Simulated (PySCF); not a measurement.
## A study: C6H11NO, SMILES `CC/C=C(/C)C(N)=O`

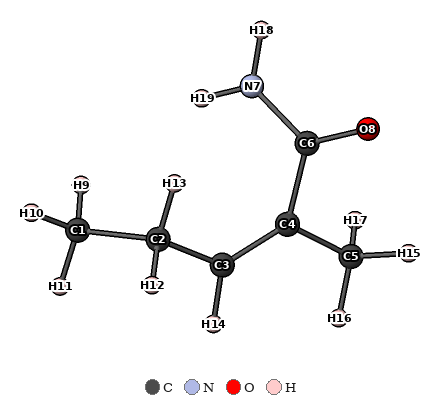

The molecule, with its atoms numbered as below. No frequency check shows the geometry to be a minimum.

Cartesian coordinates (Å):

```
C1      -2.8943    0.1851   -0.3075
C2      -1.7584    0.0436    0.7076
C3      -0.7388   -0.9503    0.2459
C4       0.5357   -0.7101   -0.0407
C5       1.5095   -1.7809   -0.4301
C6       1.1633    0.6469    0.0686
N7       0.6002    1.5905   -0.7270
O8       2.1164    0.8843    0.7773
H9      -2.5172    0.5362   -1.2664
H10     -3.6372    0.8941    0.0499
H11     -3.3823   -0.7738   -0.4677
H12     -2.1799   -0.3090    1.6532
H13     -1.2959    1.0140    0.8914
H14     -1.1070   -1.9665    0.1636
H15      2.3696   -1.7378    0.2361
H16      1.0545   -2.7662   -0.3722
H17      1.8696   -1.6147   -1.4457
H18      0.9751    2.5249   -0.7168
H19     -0.1847    1.3850   -1.3176
```

### 1. Bonding charge

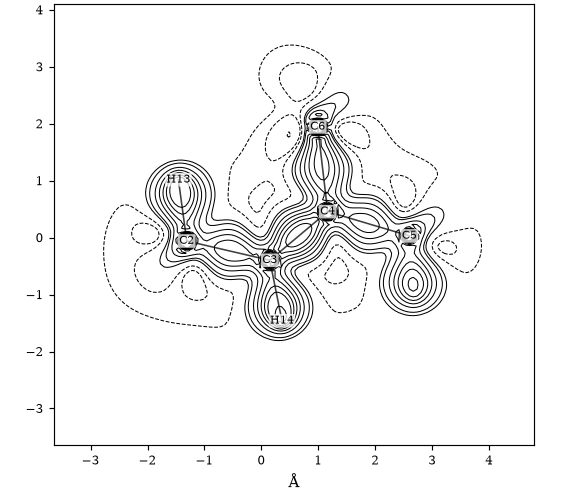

Deformation density (molecule less spherical, spin-averaged free atoms) in the plane of C2, C3, C4, C5, C6, H13 and H14; contours at ±0.05 to ±0.8 e/Å³; solid lines: gain, dashed lines: loss.

Computed with PySCF, B3LYP/def2-SVP, geometry: GFN2-xTB.

Question: How much density has each bond in this plane gained at its critical point, relative to the free atoms?

Answer: C3–C4: +0.70 e/Å³ at the bond critical point (bond length 1.33 Å, Mayer order 1.9). C3–H14: +0.70 e/Å³ at the bond critical point (bond length 1.08 Å, Mayer order 0.9). C2–H13: +0.69 e/Å³ at the bond critical point (bond length 1.09 Å, Mayer order 0.9). C4–C6: +0.55 e/Å³ at the bond critical point (bond length 1.50 Å, Mayer order 0.9). C2–C3: +0.49 e/Å³ at the bond critical point (bond length 1.50 Å, Mayer order 1.1). C4–C5: +0.47 e/Å³ at the bond critical point (bond length 1.50 Å, Mayer order 1.1). In all, 4.1 electrons gather in the regions of gain relative to the promolecule.

### 2. Bond critical points

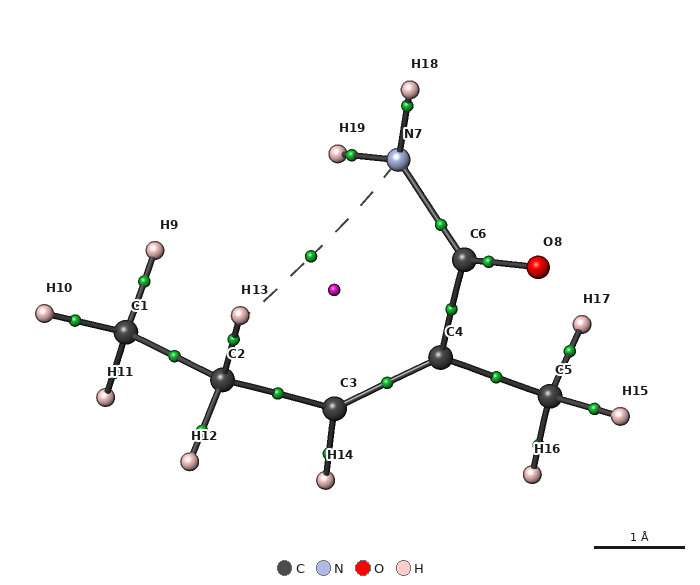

Molecular graph of the electron density (QTAIM): bond paths, bond critical points (green), ring points (magenta, if any); weak paths are dashed.

Question: How many critical points of each kind are there, and does the count close?

Answer: 19 nuclei, 19 bond, 1 ring and 0 cage critical points: 19 − 19 + 1 − 0 = 1, as the Poincaré–Hopf relation requires.

Question: What does the calculation give at each kind of bond critical point?

Answer:
| bond | length (Å) | ρ (a.u.) | ∇²ρ (a.u.) | ε | H (a.u.) |
| --- | --- | --- | --- | --- | --- |
| C6–O8 | 1.211 | 0.413 | +0.19 | 0.08 | −0.732 |
| C3–C4 | 1.328 | 0.342 | −0.90 | 0.41 | −0.365 |
| N7–H19 | 1.004 | 0.339 | −1.61 | 0.05 | −0.452 |
| N7–H18 | 1.007 | 0.334 | −1.60 | 0.05 | −0.446 |
| C6–N7 | 1.357 | 0.322 | −0.92 | 0.08 | −0.521 |
| C3–H14 | 1.084 | 0.281 | −1.05 | 0.01 | −0.305 |
| C2–H13 | 1.090 | 0.280 | −1.03 | 0.00 | −0.301 |
| C5–H16 | 1.087 | 0.278 | −1.03 | 0.00 | −0.300 |
| C1–H10 | 1.087 | 0.278 | −1.02 | 0.00 | −0.300 |
| C5–H15 | 1.089 | 0.278 | −1.04 | 0.00 | −0.301 |
| C1–H11 | 1.088 | 0.277 | −1.02 | 0.00 | −0.300 |
| C1–H9 | 1.089 | 0.276 | −1.00 | 0.00 | −0.297 |
| C2–H12 | 1.094 | 0.275 | −0.99 | 0.00 | −0.293 |
| C5–H17 | 1.090 | 0.275 | −1.00 | 0.01 | −0.295 |
| C4–C6 | 1.499 | 0.266 | −0.66 | 0.05 | −0.223 |
| C2–C3 | 1.497 | 0.259 | −0.61 | 0.03 | −0.214 |
| C4–C5 | 1.499 | 0.255 | −0.60 | 0.03 | −0.210 |
| C1–C2 | 1.530 | 0.241 | −0.55 | 0.01 | −0.192 |
| N7–H13 | 2.559 | 0.011 | +0.04 | 0.39 | +0.001 |

Question: What kind of interaction is C3–C4?

Answer: Shared-shell (covalent): ρ = 0.342, ∇²ρ = −0.90, H = −0.365 a.u. Its ellipticity of 0.41 shows that the density isn't cylindrical about the bond.

Question: Are there bond paths between atoms that aren't covalently bonded?

Answer: Yes: N7–H13 (2.56 Å, ρ = 0.011).

### 3. Local ionisation energy

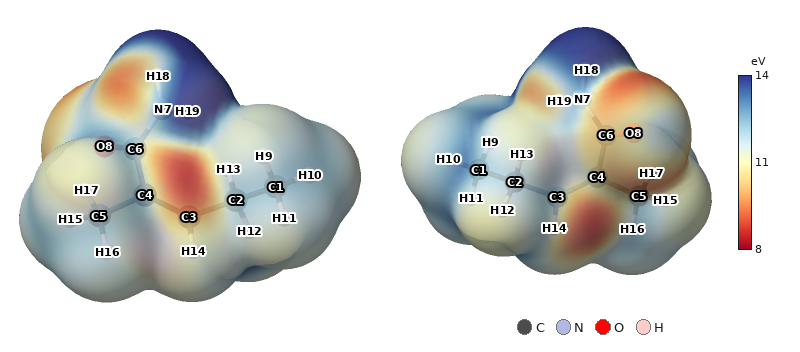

Average local ionisation energy on the surface of electron density 0.001 a.u. (back view left, front view right).

Question: Locate the minima of the map.

Answer: The lowest value is 8.6 eV, over C3, off the plane of its three bonds (2.1 Å). Further minima include 8.6 eV, off the C3–C4 bond (2.1 to 2.2 Å from its atoms); 9.1 eV, 1.8 Å from O8; 9.4 eV, over N7, off the plane of its three bonds (1.9 Å). For comparison, the highest occupied orbital lies at −6.7 eV.

Question: What volume does the surface enclose, and what is the dipole moment?

Answer: About 163 Å³; the dipole moment is 3.6 D.

### 4. In an electric field

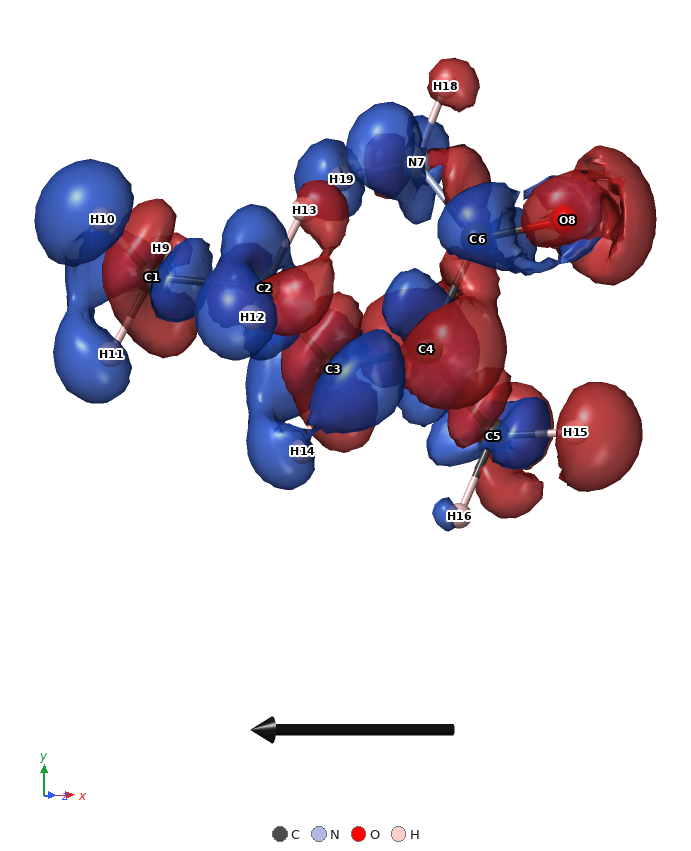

Change of the electron density in a uniform field of 0.51 V/Å along −x (arrow), surfaces at ±0.005 e/Å³ (red: gain, blue: loss).

Level of theory: ωB97X/6-31+G* (PySCF), at a geometry from GFN2-xTB. The basis has diffuse s and p functions alone, which still leaves polarisabilities too small, most of all across bonds.

Question: How large is the response?

Answer: The induced dipole is 2.49 D (along the field); α along this axis, from the fields in both directions, is 98 bohr³ (14.6 Å³).

Question: Which atoms gain and lose the most charge?

Answer: Electrons gather most on O8 (Hirshfeld charge changes by −0.035 e) and leave C3 most (+0.021 e); 0.220 electrons are displaced in all.

### 5. Localised orbitals

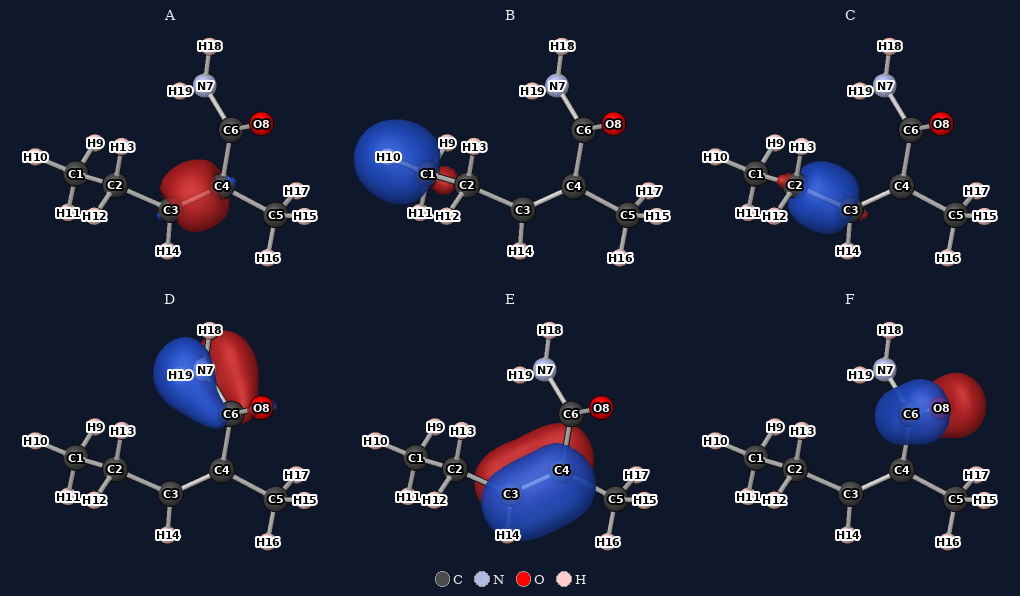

Pipek–Mezey orbitals, occupied; each surface holds about 80 % of the orbital's density. Energies are diagonal elements of the Fock matrix.

Computed with PySCF, ωB97X/cc-pVDZ, geometry: GFN2-xTB.

Question: Identify each orbital.

Answer: By panel:
- A: σ bond C4–C3 (C4 50 %, C3 49 %; −20.1 eV)
- B: σ bond C1–H10 (C1 55 %, H10 45 %; −16.1 eV)
- C: σ bond C3–C2 (C3 50 %, C2 49 %; −17.8 eV)
- D: lone pair on N7, partly donated to C6 (N7 86 %, C6 11 %; −11.5 eV)
- E: two-centre bond C4–C3 (C4 49 %, C3 48 %; −10.9 eV)
- F: π bond O8–C6 (O8 70 %, C6 28 %; −12.4 eV)

The PySCF runs shown took 68 s, 3 min and 77 s on 1 thread of AMD EPYC (Zen 3) (shared host).
